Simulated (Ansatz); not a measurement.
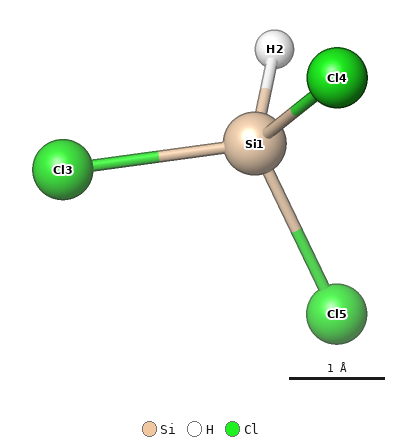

**Figure 1.** The starting structure (ball-and-stick view, seen at a tilt; atoms are numbered from 1 in the order of the input). Bond lengths as drawn: Cl–Si 2.06 Å and H–Si 1.49 Å.

**SiHCl3: nudged elastic band**

System: SiHCl3.
Method: RKS PBE/def2-SVP (Ansatz 0.2.0).

It belongs to a series of runs on one base structure; here: band between the two ends. Figures and captions count atoms from 1; the log counts them from 0 in places.

**Input**
```yaml
crystal:
  periodic: [false, false, false]
  atoms:
    - { symbol: Si, position_ang: [0.165004, 0.0, 0.24445] }
    - { symbol: H, position_ang: [-0.080983, 0.0, 1.71252] }
    - { symbol: Cl, position_ang: [2.194838, 0.0, -0.113882] }
    - { symbol: Cl, position_ang: [-0.679079, 1.682374, -0.595644] }
    - { symbol: Cl, position_ang: [-0.679079, -1.682374, -0.595644] }
basis:
  gaussian: { orbitals: def2-SVP }
hamiltonian:
  xc: pbe
neb:
  order_check: false
  images: 5
  f_tol: 0.05
  max_iterations: 60
  final_atoms:
    - { symbol: Si, position_ang: [-1.00351224, 0.0, 0.11216992] }
    - { symbol: H, position_ang: [1.65582635, 0.0, 2.11365] }
    - { symbol: Cl, position_ang: [2.01089442, 0.0, 0.86398251] }
    - { symbol: Cl, position_ang: [-0.87125377, 1.642373, -1.21900121] }
    - { symbol: Cl, position_ang: [-0.87125377, -1.642373, -1.21900121] }
  initial_path:
    images:
      - { positions_ang: [[0.165004, 0.0, 0.24445], [-0.080983, 0.0, 1.71252], [2.194838, 0.0, -0.113882], [-0.679079, 1.682374, -0.595644], [-0.679079, -1.682374, -0.595644]] }
      - { positions_ang: [[0.11013231, 0.0, 0.16278421], [0.16546364, 0.0, 1.64948577], [2.21767434, 0.0, 0.10894169], [-0.78628464, 1.70094933, -0.63470583], [-0.78628464, -1.70094933, -0.63470583]] }
      - { positions_ang: [[0.05526062, 0.0, 0.08111842], [0.41191028, 0.0, 1.58645154], [2.24051067, 0.0, 0.33176538], [-0.89349029, 1.71952467, -0.67376767], [-0.89349029, -1.71952467, -0.67376767]] }
      - { positions_ang: [[0.00038893, 0.0, -0.00054738], [0.65835692, 0.0, 1.52341732], [2.26334701, 0.0, 0.55458907], [-1.00069593, 1.7381, -0.7128295], [-1.00069593, -1.7381, -0.7128295]] }
      - { positions_ang: [[-0.33424479, 0.0, 0.03702505], [0.99084673, 0.0, 1.72016154], [2.17919615, 0.0, 0.65772021], [-0.95754854, 1.706191, -0.88155341], [-0.95754854, -1.706191, -0.88155341]] }
      - { positions_ang: [[-0.66887852, 0.0, 0.07459749], [1.32333654, 0.0, 1.91690577], [2.09504529, 0.0, 0.76085136], [-0.91440115, 1.674282, -1.05027731], [-0.91440115, -1.674282, -1.05027731]] }
      - { positions_ang: [[-1.00351224, 0.0, 0.11216992], [1.65582635, 0.0, 2.11365], [2.01089442, 0.0, 0.86398251], [-0.87125377, 1.642373, -1.21900121], [-0.87125377, -1.642373, -1.21900121]] }
```

Hardware: 1 thread of Intel Xeon @ 2.50GHz (Skylake/Cascade Lake), 32 GiB of memory available, shared host.

Launch command:
```bash
ansatz run input.yaml --threads 1 --pin off --max-ram 2048MiB --backend cpu --events-out ev --progress --plain --runs-dir out
```

**Log**
```
Engine: ansatz 0.2.0, x86_64-unknown-linux-gnu
Functional definition: PBE
  parameter kappa = 0.804
  parameter beta = 0.06672455060314922
  exchange = pbe_x(kappa = kappa, mu = beta*pi^2/3)
  correlation = pbe_c(beta = beta)
839 factors; their error is unknown
mean field evaluation 1: about -45431.5542 eV, gradient 1.4e1 eV
mean field evaluation 2: about -45431.6103 eV, gradient 1.4e1 eV
mean field evaluation 4: about -45432.1068 eV, gradient 4.8e-1 eV
mean field evaluation 8: about -45432.0431 eV, gradient 4.1e-3 eV
mean field -45432.04311949 eV, -1669.5967896963 hartree, gradient 2.4e-5 eV, S^2 0.000000; 0 other end points of the search recorded, 0 dependent functions left out
the calculation of the forces begins
reference -45432.04314507 eV, -1669.5967906364 hartree; 33, 33 occupied and 44, 44 virtual orbitals, 839 factors
839 factors; their error is unknown
mean field evaluation 16: about -45428.2548 eV, gradient 2.5e1 eV
mean field -45429.94395402 eV, -1669.5196467883 hartree, gradient 2.8e-5 eV, S^2 0.000000; 0 other end points of the search recorded, 0 dependent functions left out
[... from here on the field's lines of each further geometry are left out, up to the last ...]
NEB iter   1: max|band force component| = 3.411e0 eV/Å  barrier→ = 3.3603 eV  barrier← = 1.2611 eV  Δτ_max = 0.1941 Å  (181 SCF iters)
NEB iter   2: max|band force component| = 1.554e0 eV/Å  barrier→ = 2.7190 eV  barrier← = 0.6198 eV  Δτ_max = 0.2000 Å  (161 SCF iters)
NEB iter   3: max|band force component| = 1.283e0 eV/Å  barrier→ = 2.6533 eV  barrier← = 0.5541 eV  Δτ_max = 0.1920 Å  (150 SCF iters)
NEB iter   4: max|band force component| = 3.792e0 eV/Å  barrier→ = 2.6190 eV  barrier← = 0.5198 eV  Δτ_max = 0.0994 Å  (155 SCF iters)
NEB iter   5: max|band force component| = 9.087e-1 eV/Å  barrier→ = 2.4763 eV  barrier← = 0.3771 eV  Δτ_max = 0.1135 Å  (144 SCF iters)
NEB iter   6: max|band force component| = 5.787e-1 eV/Å  barrier→ = 2.3708 eV  barrier← = 0.2717 eV  CI = image 3  Δτ_max = 0.2000 Å  (141 SCF iters)
NEB iter   7: max|band force component| = 4.247e-1 eV/Å  barrier→ = 2.5406 eV  barrier← = 0.4414 eV  CI = image 3  Δτ_max = 0.0763 Å  (149 SCF iters)
NEB iter   8: max|band force component| = 2.813e-1 eV/Å  barrier→ = 2.5209 eV  barrier← = 0.4218 eV  CI = image 3  Δτ_max = 0.0379 Å  (140 SCF iters)
NEB iter   9: max|band force component| = 1.566e-1 eV/Å  barrier→ = 2.5207 eV  barrier← = 0.4215 eV  CI = image 3  Δτ_max = 0.0392 Å  (140 SCF iters)
the calculation of the forces begins
reference -45429.90555500 eV, -1669.5182356501 hartree; 33, 33 occupied and 44, 44 virtual orbitals, 839 factors
839 factors; their error is unknown
mean field -45429.52321767 eV, -1669.5041850127 hartree, gradient 1.4e-5 eV, S^2 0.000000; 1 other end points of the search recorded, 0 dependent functions left out
the calculation of the forces begins
reference -45429.52324424 eV, -1669.5041859891 hartree; 33, 33 occupied and 44, 44 virtual orbitals, 839 factors
NEB iter  10: max|band force component| = 4.061e-2 eV/Å  barrier→ = 2.5199 eV  barrier← = 0.4207 eV  CI = image 3  Δτ_max = 0.0000 Å  (278 SCF iters)
```

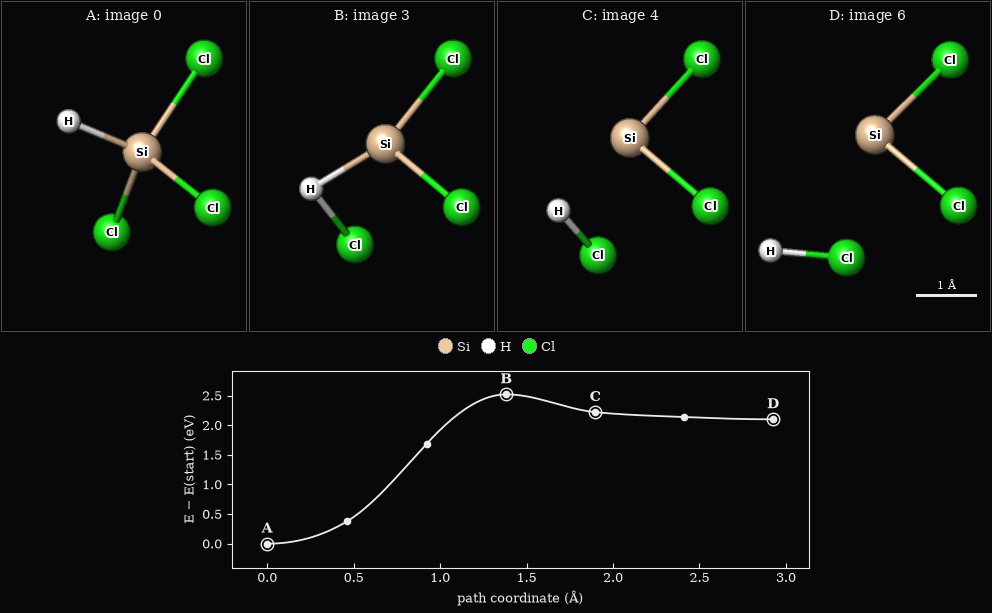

**Figure 2.** Images of the last band (counted from 0; ball-and-stick, seen at a tilt) above the energy along the path; the line is a cubic interpolation that uses the forces. The highest image is number 3, 2.520 eV above the start and 0.421 eV above the end (the climbing image); the end lies 2.099 eV above the start. The path is 2.93 Å long. The band converged in 10 iterations.

```
Total energy: -45429.52324424 eV, -1669.5041859891 hartree
Atom 0 at    -0.413999    -0.000000     0.363882 Å, force     0.003391     0.000000    -0.008864 eV/Å
Atom 1 at     0.845360     0.000000     1.417309 Å, force    -0.006255    -0.000000    -0.016074 eV/Å
Atom 2 at     2.143845    -0.000000     0.457240 Å, force    -0.004698     0.000000     0.004971 eV/Å
Atom 3 at    -0.827252     1.676469    -0.793316 Å, force     0.003781    -0.019117     0.009983 eV/Å
Atom 4 at    -0.827252    -1.676469    -0.793316 Å, force     0.003781     0.019117     0.009983 eV/Å
Dipole moment:    -0.220333    -0.000000     0.170664 e Å
this run last wrote the band of iteration 10 to [file]
```

**The last band as extended XYZ (Å, eV, eV/Å)**
```
5
Properties=species:S:1:pos:R:3:forces:R:3 image=0 energy=-45432.04312
Si    0.1650    0.0000    0.2445   -0.0009   0.0000   0.0060
H    -0.0810    0.0000    1.7125   -0.0003   0.0000   0.0005
Cl    2.1948    0.0000   -0.1139    0.0016   0.0000  -0.0021
Cl   -0.6791    1.6824   -0.5956   -0.0002   0.0010  -0.0022
Cl   -0.6791   -1.6824   -0.5956   -0.0002  -0.0010  -0.0022
5
Properties=species:S:1:pos:R:3:forces:R:3 image=1 energy=-45431.66719
Si    0.0755    0.0000    0.2279    0.8698   0.0000  -0.1867
H     0.2491    0.0000    1.6923   -1.2614   0.0000   0.4430
Cl    2.1566    0.0000    0.1138    0.1441   0.0000  -0.8129
Cl   -0.7802    1.6436   -0.6911    0.1237  -0.0717   0.2783
Cl   -0.7802   -1.6436   -0.6911    0.1237   0.0717   0.2783
5
Properties=species:S:1:pos:R:3:forces:R:3 image=2 energy=-45430.35724
Si   -0.1387    0.0000    0.2762    1.9549   0.0000  -0.6045
H     0.5760    0.0000    1.5808   -1.8244   0.0000   1.1377
Cl    2.1230    0.0000    0.2972   -0.1440   0.0000  -1.2143
Cl   -0.8198    1.6617   -0.7512    0.0068  -0.1084   0.3406
Cl   -0.8198   -1.6617   -0.7512    0.0068   0.1084   0.3406
5
Properties=species:S:1:pos:R:3:forces:R:3 image=3 energy=-45429.52322
Si   -0.4140    0.0000    0.3639    0.0034   0.0000  -0.0089
H     0.8454    0.0000    1.4173   -0.0063   0.0000  -0.0161
Cl    2.1438    0.0000    0.4572   -0.0047   0.0000   0.0050
Cl   -0.8273    1.6765   -0.7933    0.0038  -0.0191   0.0100
Cl   -0.8273   -1.6765   -0.7933    0.0038   0.0191   0.0100
5
Properties=species:S:1:pos:R:3:forces:R:3 image=4 energy=-45429.82281
Si   -0.7166    0.0000    0.3394   -0.2169   0.0000   0.0327
H     1.1052    0.0000    1.4533    0.1897   0.0000   0.0160
Cl    2.2322    0.0000    0.7371    0.1121   0.0000   0.1066
Cl   -0.8501    1.6589   -0.9390   -0.0425   0.0113  -0.0777
Cl   -0.8501   -1.6589   -0.9390   -0.0425  -0.0113  -0.0777
5
Properties=species:S:1:pos:R:3:forces:R:3 image=5 energy=-45429.90553
Si   -0.8662    0.0000    0.2152   -0.0337   0.0000  -0.0200
H     1.3496    0.0000    1.8151    0.0712   0.0000   0.0794
Cl    2.1978    0.0000    0.8286    0.0007   0.0000  -0.0040
Cl   -0.8803    1.6485   -1.1036   -0.0191  -0.0026  -0.0278
Cl   -0.8803   -1.6485   -1.1036   -0.0191   0.0026  -0.0278
5
Properties=species:S:1:pos:R:3:forces:R:3 image=6 energy=-45429.94395
Si   -1.0035    0.0000    0.1122   -0.0032   0.0000   0.0213
H     1.6558    0.0000    2.1136   -0.0044   0.0000  -0.0035
Cl    2.0109    0.0000    0.8640    0.0027   0.0000  -0.0006
Cl   -0.8713    1.6424   -1.2190    0.0025   0.0101  -0.0086
Cl   -0.8713   -1.6424   -1.2190    0.0025  -0.0101  -0.0086
```

**Results in brief**

| quantity | value |
| --- | --- |
| outcome | converged |
| barrier, forward | 2.520 eV |
| barrier, backward | 0.421 eV |
| wall time | 2.9 min |
| peak memory | 0.18 GiB |

The order of the saddle point was not checked.
